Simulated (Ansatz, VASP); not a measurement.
## CaO (Lime): VASP beside Ansatz

Wanted: the spread between two codes on one cell, functional and k mesh.

Program: Ansatz 0.2.0. Level of theory: plane waves, with VASP 6.6.1 beside it; band structure at PBE, dielectric response at LDA and single point at LDA. Results are calculated unless marked as measured.

## (1) The structure

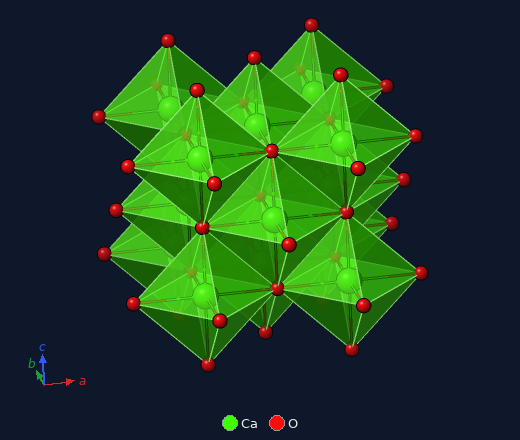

The cell as given, slightly off an axis (calcium green, oxygen red). This picture shows the conventional cell, with its axes. Some periodic images of atoms are drawn too.

As a file:

```cif
data_structure
_symmetry_space_group_name_H-M 'P 1'
_symmetry_Int_Tables_number 1
_cell_length_a 3.4033
_cell_length_b 3.4033
_cell_length_c 3.4033
_cell_angle_alpha 60.000
_cell_angle_beta 60.000
_cell_angle_gamma 60.000
_cell_volume 27.87
loop_
_atom_site_label
_atom_site_type_symbol
_atom_site_fract_x
_atom_site_fract_y
_atom_site_fract_z
_atom_site_occupancy
Ca1 Ca 0.00000 0.00000 0.00000 1
O2 O 0.50000 0.50000 0.50000 1
```

## (2) Ansatz: band structure, PBE

Ansatz runs on its default PAW (the set named soft_2) files.

Levels along a path test the potential and the projectors away from the mesh points.

input.yaml reads:

```yaml
crystal:
  lattice:
    - [0.0, 2.4065, 2.4065]
    - [2.4065, 0.0, 2.4065]
    - [2.4065, 2.4065, 0.0]
  atoms:
    - { symbol: Ca, position: [0.0, 0.0, 0.0] }
    - { symbol: O, position: [0.5, 0.5, 0.5] }
hamiltonian:
  xc: pbe
  pseudopotentials: { kind: paw }
kpoints:
  mp_grid: { grid: [8, 8, 8] }
  band_path:
    path:
      - [0.0, 0.0, 0.0]
      - [0.16667, 0.0, 0.16667]
      - [0.33333, 0.0, 0.33333]
      - [0.5, 0.0, 0.5]
      - [0.5, 0.08333, 0.58333]
      - [0.5, 0.19444, 0.69444]
      - [0.5, 0.25, 0.75]
      - [0.45833, 0.29167, 0.75]
      - [0.40278, 0.34722, 0.75]
      - [0.375, 0.375, 0.75]
      - [0.20833, 0.20833, 0.41667]
      - [0.08333, 0.08333, 0.16667]
      - [0.0, 0.0, 0.0]
      - [0.22222, 0.22222, 0.22222]
      - [0.38889, 0.38889, 0.38889]
      - [0.51389, 0.47222, 0.51389]
      - [0.55556, 0.38889, 0.55556]
      - [0.61111, 0.27778, 0.61111]
      - [0.61111, 0.25, 0.63889]
      - [0.56944, 0.25, 0.68056]
      - [0.51389, 0.25, 0.73611]
      - [0.5, 0.27778, 0.72222]
      - [0.5, 0.38889, 0.61111]
      - [0.5, 0.47222, 0.52778]
      - [0.48611, 0.48611, 0.52778]
      - [0.43056, 0.43056, 0.63889]
      - [0.38889, 0.38889, 0.72222]
      - [0.59722, 0.19444, 0.59722]
      - [0.55556, 0.11111, 0.55556]
      - [0.5, 0.0, 0.5]
    npoints: 1
scf:
  occupations: { method: gaussian, width: 0.03 }
  n_extra_bands: 7
output:
  forces: true
  stress: true
  eigenvalues: true
```

Started as:

```sh
$ ansatz run input.yaml --threads 2 --pin off --max-ram 4608MiB --backend cpu --events-out ev --progress --plain --runs-dir out
```

Numbers of over 12 decimals in the logs are rounded to 6 here.

Output:

```text
scf.n_extra_bands = 7 over 8 filled bands (N_el = 16.0): the run solves 15 bands
Engine: ansatz 0.2.0, aarch64-unknown-linux-gnu
Pseudopotentials: kind: paw
Pseudopotential: Ca, paw, valence charge 10, recommended cutoff 420 eV (normal), Ca.paw.azcp
Pseudopotential: O, paw, valence charge 6, recommended cutoff 420 eV (normal), O.paw.azcp
Functional definition: PBE
  parameter kappa = 0.804
  parameter beta = 0.066725
  exchange = pbe_x(kappa = kappa, mu = beta*pi^2/3)
  correlation = pbe_c(beta = beta)
Crystal: 2 atoms, lattice volume = 27.873 Å³
Basis set: ecut = 420 eV, 537 PW (Γ), exchange–correlation on 48×48×48 points (8 copies of the dense FFT grid, shifted against one another)
Bands: 15, of which v1, the nominal top of the filled ones, is band 8 counted from 1 (7 counted from 0)
Symmetry: 48 space group operations
Space group: Fm-3m (ITA 225), of the structure as read, at distance tolerance 3.0e-5 Å
k-points: 29 of 512
Non-local potential: Ca, projectors of the file, l = 0: 3, l = 1: 2, l = 2: 2
Non-local potential: O, projectors of the file, l = 0: 2, l = 1: 2, l = 2: 1
PAW form: soft (Blöchl's): semilocal exchange-correlation on the pseudo side does not see the compensation charge
PAW one-centre angular grid: Ca, 110 points (default); XC on 64 Gauss nodes
PAW one-centre angular grid: O, 110 points (default); XC on 64 Gauss nodes
Initial density: superposition of atomic densities (neutral atoms: chi_scale 0, normalization atom), corrected by the library's trained network
Initial wavefunctions: pseudopotential atomic-orbital guess
Functional: x = pbe(κ = 0.804, μ = 0.219515), c = pbe(β = 0.066725)
SCF iter   1: F=—  HF=-2387.721570 eV  |F-HF|=—  |Δ(HF+E_count)|=         —  Δρ=8.16e-4  dr2=1.33e-4  ethr=1.77e-3  ⟨swp⟩=7.8  Hψ=2923  notcnv=0  defer=2
preconditioner: auto → none  [insulator: Δε(μ)=3.654 eV  Ē_g=19.959 eV  σ=0.030 eV  W_gap=1.00  n_scr=8 (ndim 8)  ℏωp=26.3 eV  f_vac=0.000  D(μ)=0.00/eV (n_scr^D=0)  ε∞_Penn≈2.7]
SCF iter   2: F=—  HF=-2387.721707 eV  |F-HF|=—  |Δ(HF+E_count)|=   1.37e-4  Δρ=6.62e-4  dr2=1.23e-4  ethr=8.29e-7  ⟨swp⟩=2.1  Hψ=888  notcnv=0  defer=25
SCF iter   3: F=—  HF=-2387.721701 eV  |F-HF|=—  |Δ(HF+E_count)|=   5.60e-6  Δρ=4.04e-4  dr2=4.51e-5  ethr=7.69e-7  ⟨swp⟩=1.0  Hψ=400  notcnv=0  defer=25
SCF iter   4: F=—  HF=-2387.721716 eV  |F-HF|=—  |Δ(HF+E_count)|=   1.43e-5  Δρ=2.33e-4  dr2=8.99e-6  ethr=2.82e-7  ⟨swp⟩=1.0  Hψ=400  notcnv=0  defer=25
SCF iter   5: F=—  HF=-2387.721739 eV  |F-HF|=—  |Δ(HF+E_count)|=   2.35e-5  Δρ=2.20e-4  dr2=7.51e-6  ethr=5.62e-8  ⟨swp⟩=2.0  Hψ=515  notcnv=0  defer=25
SCF iter   6: F=—  HF=-2387.721762 eV  |F-HF|=—  |Δ(HF+E_count)|=   2.29e-5  Δρ=2.85e-4  dr2=2.18e-5  ethr=4.69e-8  ⟨swp⟩=2.2  Hψ=487  notcnv=0  defer=25  recentre
SCF iter   7: F=—  HF=-2387.721762 eV  |F-HF|=—  |Δ(HF+E_count)|=   3.31e-7  Δρ=1.98e-4  dr2=1.11e-5  ethr=4.69e-8  ⟨swp⟩=1.0  Hψ=400  notcnv=0  defer=25
SCF iter   8: F=—  HF=-2387.721762 eV  |F-HF|=—  |Δ(HF+E_count)|=   5.96e-7  Δρ=1.24e-4  dr2=4.60e-6  ethr=4.69e-8  ⟨swp⟩=1.0  Hψ=400  notcnv=0  defer=25
SCF iter   9: F=—  HF=-2387.721761 eV  |F-HF|=—  |Δ(HF+E_count)|=   7.81e-7  Δρ=6.46e-5  dr2=1.26e-6  ethr=2.87e-8  ⟨swp⟩=1.0  Hψ=400  notcnv=0  defer=25
SCF iter  10: F=-2387.721761 eV  HF=-2387.721761 eV  |F-HF|=3.90e-10  |Δ(HF+E_count)|=   2.93e-7  Δρ=1.12e-6  dr2=4.65e-10  ethr=6.25e-10  ⟨swp⟩=6.4  Hψ=1902  notcnv=0
SCF 1 converged in 10 iterations: F = -2387.721761 eV  dr2 = 4.65e-10
  greatest PAW one-centre occupation: 0.995 electrons in one spin orbital (limit 2), on the Ca atom at site 0 (counted from 0), in its partial waves of l = 0
NSCF: frozen V_eff on 30 k-points
SCF converged after 10 iterations
Free energy (F): -2387.721761 eV
Harris-Foulkes:  -2387.721761 eV  (|F-HF|=3.90e-10)
Internal energy: -2387.721761 eV  (E = F + TS)
E sigma→0 (E₀):  -2387.721761 eV
Fermi energy:    9.476755 eV
--- Per-component energies (eV) ---
  E_band       = -101.740909
  E_kinetic    = 456.074691
  E_local      = -893.739816  (includes V_loc(G=0)·N_el)
  E_nonlocal   = 111.485537
  E_hartree    = 296.406869
  E_xc         = -213.277656
  E_vxc        = -268.332579  (∫ρ·V_xc dr)
  E_paw        = -1016.293918  (= ΣΔE_a)
  E_vpaw       = -100.044664  (= ΣTr[D̂ρ^β])
  E_aug_tail   = 0.002430  (compensation charges beyond the density's cutoff)
  E_ewald      = -1128.379897
  E_smearing   = -0.000000  (= −TS)
  E_closure    = -0.000000  (closes the sum)
  Σ components = -2387.721761   (vs F -2387.721761, Δ=0.00e0)
--- Forces (eV/Å), atoms counted from 1 ---
  atom   1  Ca    -0.00000000     0.00000000    -0.00000000
  atom   2  O      0.00000000    -0.00000000    -0.00000000
  max |Σ_I F_I| component: 1.28e-29 eV/Å
--- Stress (GPa, compression-positive) ---
        1.199374       0.000000       0.000000
        0.000000       1.199374       0.000000
        0.000000       0.000000       1.199374
  P = ⅓ Tr σ = 1.1994 GPa (11.994 kbar)
--- Band table (eV; the first three rows and the last of 29) ---
  k-point 0: bands = [... 4 lower, -7.8595, 7.6489, 7.6489, 7.6489, 12.3462, 13.8763, 13.8763, 13.8763, ... 3 higher]
  k-point 1: bands = [... 4 lower, -7.6446, 7.1188, 7.4422, 7.4422, 13.0277, 13.8350, 14.1376, 14.1376, ... 3 higher]
  k-point 2: bands = [... 4 lower, -7.2061, 6.1278, 6.9986, 6.9986, 13.8988, 14.4838, 14.8233, 14.8233, ... 3 higher]
  k-point 28: bands = [... 4 lower, -7.2473, 6.3783, 6.5944, 6.5944, 13.9581, 13.9581, 16.0110, 17.1625, ... 3 higher]
```

It took 1.4 s on 2 threads of Arm Neoverse N1, shared host; peak memory 0.26 GiB; 2.2 s of CPU time.

Reading the cycles: dr2 is the Hartree energy of the density residual (eV), the measure of convergence; HF is the Harris–Foulkes estimate of the energy, which meets the free energy F at convergence.

## (3) VASP: band structure, PBE

The same cell, functional, mesh and smearing now go to VASP, with its own data sets and cutoff.

Lines of VASP's logs that name or quote its potential files are left out, and so is its time.

INCAR reads:

```
SYSTEM = CaO
PREC = Accurate
ENCUT = 460
EDIFF = 1E-06
NELM = 100
ISMEAR = 0
SIGMA = 0.03
LREAL = .FALSE.
ALGO = Normal
GGA = PE
NBANDS = 20
LORBIT = 11
LWAVE = .FALSE.
LCHARG = .FALSE.
KPAR = 4
```

POSCAR reads:

```
CaO
1.0
    0.0000000000      2.4065000000      2.4065000000
    2.4065000000      0.0000000000      2.4065000000
    2.4065000000      2.4065000000      0.0000000000
Ca O
1 1
Direct
    0.0000000000      0.0000000000      0.0000000000
    0.5000000000      0.5000000000      0.5000000000
```

KPOINTS reads:

```
Automatic mesh
0
Gamma
8 8 8
0 0 0
```

KPOINTS_OPT reads:

```
Line mode
10
Line-mode
Reciprocal
  0.00000000   0.00000000   0.00000000 GAMMA
  0.50000000   0.00000000   0.50000000 X

  0.50000000   0.00000000   0.50000000 X
  0.50000000   0.25000000   0.75000000 W

  0.50000000   0.25000000   0.75000000 W
  0.37500000   0.37500000   0.75000000 K

  0.37500000   0.37500000   0.75000000 K
  0.00000000   0.00000000   0.00000000 GAMMA

  0.00000000   0.00000000   0.00000000 GAMMA
  0.50000000   0.50000000   0.50000000 L

  0.50000000   0.50000000   0.50000000 L
  0.62500000   0.25000000   0.62500000 U

  0.62500000   0.25000000   0.62500000 U
  0.50000000   0.25000000   0.75000000 W

  0.50000000   0.25000000   0.75000000 W
  0.50000000   0.50000000   0.50000000 L

  0.50000000   0.50000000   0.50000000 L
  0.37500000   0.37500000   0.75000000 K

  0.62500000   0.25000000   0.62500000 U
  0.50000000   0.00000000   0.50000000 X
```

PAW data sets: Ca_sv and O (PBE family, release 64).

Started as:

```sh
$ mpirun -np 4 vasp_std
```

Output:

```text
[banner, memory and clock lines left out]
running    4 mpi-ranks, on    1 nodes
 distrk:  each k-point on    1 cores,    4 groups
 distr:  one band on    1 cores,    1 groups

 POSCAR found type information on POSCAR CaO
 POSCAR found :  2 types and       2 ions
 LDA part: xc-table for (Slater+PW92), standard interpolation
 POSCAR, INCAR and KPOINTS ok, starting setup
 FFT: planning ... GRIDC
 FFT: planning ... GRID_SOFT
 FFT: planning ... GRID
 WAVECAR not read
 entering main loop
       N       E                     dE             d eps       ncg     rms          rms(c)
DAV:   1     0.120331477676E+03    0.12033E+03   -0.71819E+03  1160   0.750E+02
DAV:   2    -0.100462574053E+02   -0.13038E+03   -0.12147E+03  1256   0.235E+02
DAV:   3    -0.144203662295E+02   -0.43741E+01   -0.43344E+01  1536   0.434E+01
DAV:   4    -0.145108040819E+02   -0.90438E-01   -0.90370E-01  1424   0.565E+00
DAV:   5    -0.145128826862E+02   -0.20786E-02   -0.20785E-02  1464   0.733E-01    0.855E+00
DAV:   6    -0.128855847730E+02    0.16273E+01   -0.29495E+00  1284   0.164E+01    0.360E+00
DAV:   7    -0.128092555546E+02    0.76329E-01   -0.29413E-01  1360   0.464E+00    0.183E+00
DAV:   8    -0.128072276152E+02    0.20279E-02   -0.89937E-02  1516   0.243E+00    0.532E-01
DAV:   9    -0.128048865415E+02    0.23411E-02   -0.44673E-03  1340   0.473E-01    0.118E-01
DAV:  10    -0.128055590364E+02   -0.67249E-03   -0.63215E-04  1304   0.186E-01    0.581E-02
DAV:  11    -0.128055280843E+02    0.30952E-04   -0.33723E-05  1540   0.660E-02    0.673E-03
DAV:  12    -0.128055287978E+02   -0.71349E-06   -0.78727E-06  1296   0.194E-02
   1 F= -.12805529E+02 E0= -.12805529E+02  d E =-.164012E-35
 Start KPOINTS_OPT (optional k-point list driver)
k-point batch [1-29\100]
       N       E                     dE             ncg
DAV:   1    -0.170361430490E+04   -0.17767E+05     1160
DAV:   2    -0.526023327226E+04   -0.35566E+04     1308
DAV:   3    -0.538091848299E+04   -0.12069E+03     1484
DAV:   4    -0.538301702299E+04   -0.20985E+01     1360
DAV:   5    -0.538306222195E+04   -0.45199E-01     1476
DAV:   6    -0.538306345799E+04   -0.12360E-02     1352
DAV:   7    -0.538306349469E+04   -0.36696E-04     1452
DAV:   8    -0.538306349572E+04   -0.10324E-05      976
DAV:   9    -0.538306349579E+04   -0.72500E-07      860
[...]
k-point batch [88-100\100]
       N       E                     dE             ncg
DAV:   1     0.859600903645E+04   -0.90789E+04      520
DAV:   2     0.701248357299E+04   -0.15835E+04      588
DAV:   3     0.696013220660E+04   -0.52351E+02      696
DAV:   4     0.695944637315E+04   -0.68583E+00      588
DAV:   5     0.695943422785E+04   -0.12145E-01      700
DAV:   6     0.695943394634E+04   -0.28151E-03      568
DAV:   7     0.695943393941E+04   -0.69224E-05      696
DAV:   8     0.695943393927E+04   -0.14343E-06      376
```

OUTCAR, selected parts (step 3):

```text
ion  position               nearest neighbor table
   1  0.000  0.000  0.000-   2 2.41   2 2.41   2 2.41   2 2.41   2 2.41   2 2.41
   2  0.500  0.500  0.500-   1 2.41   1 2.41   1 2.41   1 2.41   1 2.41   1 2.41

  LATTYP: Found a face centered cubic cell.
 ALAT       =     4.8130000000

 Subroutine GETGRP returns: Found 48 space group operations
 (whereof 48 operations were pure point group operations)

The static configuration has the point symmetry O_h .

 Found     29 irreducible k-points:

   k-points           NKPTS =     29   k-points in BZ     NKDIM =     29   number of bands    NBANDS=     20

   dimension x,y,z NGX =    24 NGY =   24 NGZ =   24
   dimension x,y,z NGXF=    48 NGYF=   48 NGZF=   48

   ENCUT  =  460.0 eV  33.81 Ry    5.81 a.u.   5.95  5.95  5.95*2*pi/ulx,y,z

   NELECT =      16.0000    total number of electrons

 k-points in reciprocal lattice and weights: Automatic mesh
   0.00000000  0.00000000  0.00000000       0.002
   0.12500000  0.00000000  0.00000000       0.016
   0.25000000  0.00000000  0.00000000       0.016
   0.37500000  0.00000000  0.00000000       0.016
   0.50000000  0.00000000  0.00000000       0.008
   0.12500000  0.12500000  0.00000000       0.012
   0.25000000  0.12500000  0.00000000       0.047
   0.37500000  0.12500000  0.00000000       0.047
   0.50000000  0.12500000  0.00000000       0.047
[...]
-0.37500000  0.50000000  0.12500000       0.023
  -0.25000000  0.50000000  0.25000000       0.012

 average (electrostatic) potential at core
       1 -44.0292       2 -70.2387

 E-fermi :   2.5824

 k-point     1 :       0.0000    0.0000    0.0000
  band No.  band energies     occupation
    ...
      4     -16.0941      2.00000
      5     -13.1959      2.00000
      6       2.3258      2.00000
      7       2.3258      2.00000
      8       2.3258      2.00000
      9       7.0055      0.00000
     10       8.5413      0.00000
     11       8.5413      0.00000
     12       8.5413      0.00000
     13      10.0396      0.00000
    ...

 k-point     2 :       0.1250    0.0000    0.0000
  band No.  band energies     occupation
    ...
      4     -16.1020      2.00000
      5     -12.9787      2.00000
      6       1.7926      2.00000
      7       2.1166      2.00000
      8       2.1166      2.00000
      9       7.6883      0.00000
     10       8.5020      0.00000
     11       8.8042      0.00000
     12       8.8042      0.00000
     13      10.4046      0.00000
    ...

 k-point     3 :       0.2500    0.0000    0.0000
  band No.  band energies     occupation
    ...
      4     -16.1209      2.00000
      5     -12.5356      2.00000
      6       0.7961      2.00000
      7       1.6690      2.00000
      8       1.6690      2.00000
      9       8.5681      0.00000
     10       9.1468      0.00000
     11       9.4934      0.00000
     12       9.4934      0.00000
     13      11.2833      0.00000
    ...

  Total        0.2106730      0.2106730      0.2106730      0.0000000      0.0000000      0.0000000
  in kB       12.1096551     12.1096551     12.1096551      0.0000000      0.0000000      0.0000000
  external PRESSURE =      12.1096551 kB  Pullay stress =       0.0000000 kB

  energy-cutoff  :      460.00
  volume of cell :       27.87
      direct lattice vectors                 reciprocal lattice vectors
     0.000000000  2.406500000  2.406500000    -0.207770621  0.207770621  0.207770621
     2.406500000  0.000000000  2.406500000     0.207770621 -0.207770621  0.207770621
     2.406500000  2.406500000  0.000000000     0.207770621  0.207770621 -0.207770621

 POSITION                                       TOTAL-FORCE (eV/Angst)
 -----------------------------------------------------------------------------------
      0.00000      0.00000      0.00000         0.000000     -0.000000      0.000000
      2.40650      2.40650      2.40650        -0.000000      0.000000     -0.000000
 -----------------------------------------------------------------------------------
    total drift:                                0.000000     -0.000000     -0.000000

  FREE ENERGIE OF THE ION-ELECTRON SYSTEM (eV)
  ---------------------------------------------------
  free  energy   TOTEN  =       -12.8055287978 eV

  energy  without entropy=      -12.8055287978  energy(sigma->0) =      -12.80552880

 total charge
# of ion       s       p       d       tot
------------------------------------------
    1        2.041   5.880   0.299   8.220
    2        1.557   3.453   0.000   5.010
--------------------------------------------------
tot          3.598   9.333   0.299  13.230

[... 3 further parts left out ...]
```

The run ends at a pressure of 1.21 GPa.

## (4) Comparison

Known differences besides the PAW data sets themselves: the cutoff is 420 eV in Ansatz and 460 eV in VASP; VASP leaves aspherical gradient terms in its spheres out (LASPH is not set), Ansatz keeps them. Total energies have different zeros and are not compared.

Both answers:

```
                     quantity  Ansatz   VASP  difference
               pressure (GPa)    1.20   1.21       -0.01
gap over the path points (eV)   3.656  3.638      +0.018
```

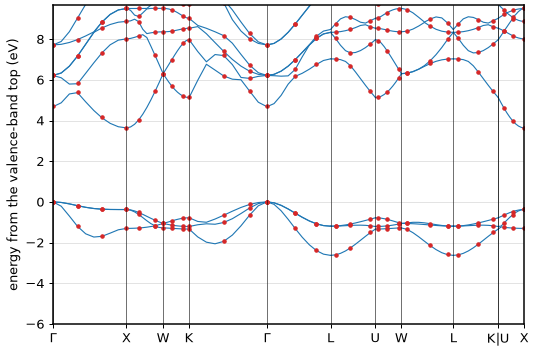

Bands from VASP (lines) and levels from Ansatz (dots). Dots without a line are higher empty bands that the VASP plot leaves out.

Levels at points of the path, from each program's valence-band top (eV; 3 filled, then empty):

```
k (reciprocal lattice)                            Ansatz                              VASP
     0.000 0.000 0.000     0.00 0.00 0.00 4.70 6.23 6.23     0.00 0.00 0.00 4.68 6.22 6.22
     0.167 0.000 0.167  -1.20 -0.18 -0.18 5.38 5.82 7.17  -1.20 -0.19 -0.19 5.37 5.81 7.17
     0.333 0.000 0.333  -1.69 -0.36 -0.36 4.15 7.34 8.56  -1.69 -0.36 -0.36 4.13 7.33 8.55
     0.500 0.000 0.500  -1.30 -0.37 -0.37 3.66 8.02 8.88  -1.30 -0.38 -0.38 3.64 8.02 8.87
     0.500 0.083 0.583  -1.28 -0.61 -0.52 4.04 8.16 8.86  -1.28 -0.62 -0.52 4.03 8.16 8.86
     0.500 0.194 0.694  -1.17 -1.17 -0.90 5.43 7.21 8.34  -1.18 -1.17 -0.90 5.43 7.21 8.34
     0.500 0.250 0.750  -1.27 -1.05 -1.05 6.31 6.31 8.36  -1.28 -1.06 -1.06 6.30 6.30 8.36
     0.458 0.292 0.750  -1.29 -1.14 -0.93 5.70 7.00 8.39  -1.30 -1.14 -0.94 5.69 6.99 8.39
     0.403 0.347 0.750  -1.32 -1.20 -0.80 5.21 7.81 8.51  -1.33 -1.20 -0.80 5.19 7.81 8.51
     0.375 0.375 0.750  -1.33 -1.21 -0.78 5.14 7.98 8.54  -1.33 -1.21 -0.78 5.13 7.97 8.53
```

Among the levels compared (up to four filled and three empty ones at each point), filled levels agree within 13 meV and empty ones within 18 meV. Ansatz's pressure holds a Pulay correction of 0.41 GPa; VASP's holds none.

## (5) Ansatz: dielectric response, LDA

The response to a field tests empty states and converges slowly with the mesh.

input.yaml reads:

```yaml
crystal:
  lattice:
    - [0.0, 2.4065, 2.4065]
    - [2.4065, 0.0, 2.4065]
    - [2.4065, 2.4065, 0.0]
  atoms:
    - { symbol: Ca, position: [0.0, 0.0, 0.0] }
    - { symbol: O, position: [0.5, 0.5, 0.5] }
hamiltonian:
  xc: lda
  pseudopotentials: { kind: paw }
kpoints:
  mp_grid: { grid: [10, 10, 10] }
scf:
  occupations: { method: fixed }
dielectric:
  method: response
```

Started as:

```sh
$ ansatz run input.yaml --threads 2 --pin off --max-ram 4608MiB --backend cpu --events-out ev --progress --plain --runs-dir out
```

Output:

```text
[...]
Crystal: 2 atoms, lattice volume = 27.873 Å³
Basis set: ecut = 420 eV, 537 PW (Γ), exchange–correlation on 48×48×48 points (8 copies of the dense FFT grid, shifted against one another)
Bands: 12, of which v1, the nominal top of the filled ones, is band 8 counted from 1 (7 counted from 0)
Symmetry: 48 space group operations
k-points: 102 of 1000 (irreducible under 8 space group operations, time reversal used)
[...]
Born effective charges Z* (e; rows j = field, columns β = displacement):
    site 0:
         2.35070    0.00000    0.00000
         0.00000    2.35070   -0.00000
         0.00000    0.00000    2.35070
    site 1:
        -2.35070   -0.00000   -0.00000
         0.00000   -2.35070    0.00000
         0.00000   -0.00000   -2.35070
  Z* charge neutrality: 1.651e-5 e pre-enforcement
  k-mesh period / interband length: 34.0 Å / 1.43 Å = 23.75 at k = (0.0000, 0.0000, 0.0000), direct gap 4.532 eV — 14 or more, which is no proof of convergence
[key lines of the parts left out:]
SCF converged after 8 iterations
Free energy (F): -2331.595996 eV
Fermi energy:    7.239627 eV
```

It took 7.8 s on 2 threads; peak memory 0.34 GiB.

(Continued in part 2 of 2.)

[Lines on the potential files, build, host, timing and source positions are cut from VASP's logs without a mark.]

[Logs are printed without paths, hosts, clocks, repeated set-up lines and the standing remarks that a program may print on its own settings, such as how far it seeks lower states.]

[Hosts, paths, dates, database ids (printed as entryN), source tags and the programs' standing remarks are cut or masked in the printed files.]
